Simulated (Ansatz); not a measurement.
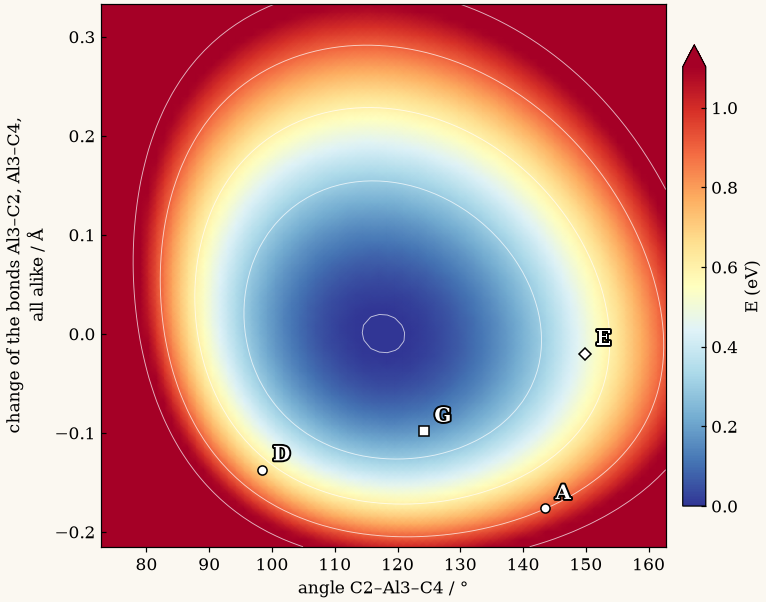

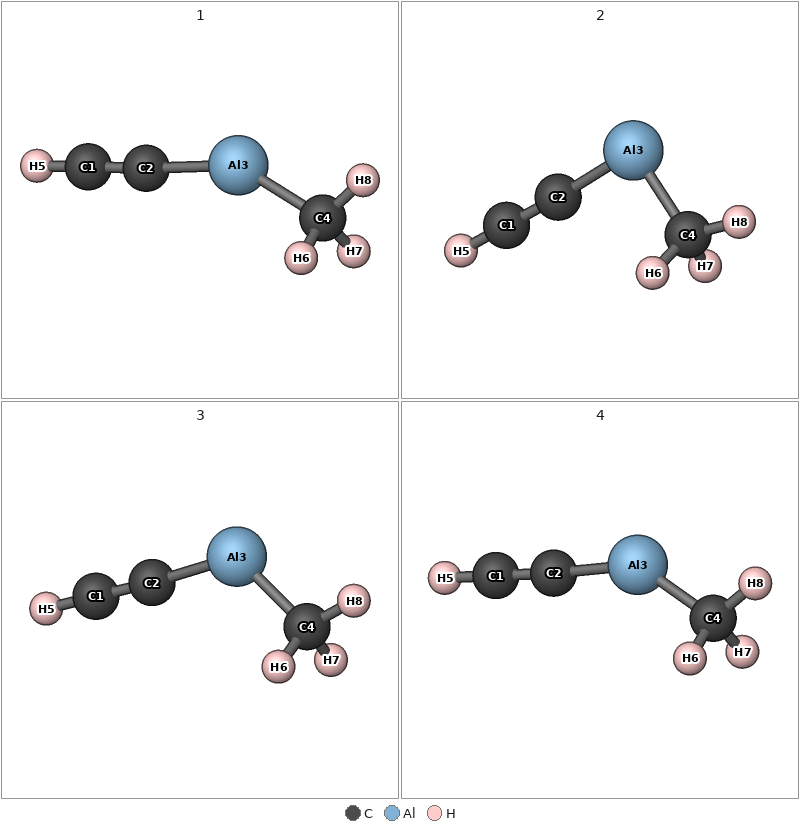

C3H4Al, SMILES C#[C][Al][CH3], spin multiplicity 2. Coordinates scanned: (1) angle C2–Al3–C4; (2) change of the bonds Al3–C2, Al3–C4, all alike. Nothing is relaxed (all other coordinates rigid). Grid: 15 × 15 points. Points are written as (first, second). All energies are given in eV relative to the lowest grid point. These are results of UHF/def2-SVP (Ansatz 0.2.0), not measurements.

Drawn: a smooth colour map with a few white contour lines, one colour for all values above the top of the scale, lettered points. Between grid points the surface is interpolated. The numbered pictures are the structures at these points, in random order.

Q: Which structure belongs to which point?

A: A is structure 4: (143.4°, −0.176 Å), 0.89 eV; D is structure 2: (98.5°, −0.137 Å), 0.68 eV; E is structure 1: (149.9°, −0.020 Å), 0.48 eV; G is structure 3: (124.2°, −0.098 Å), 0.18 eV.
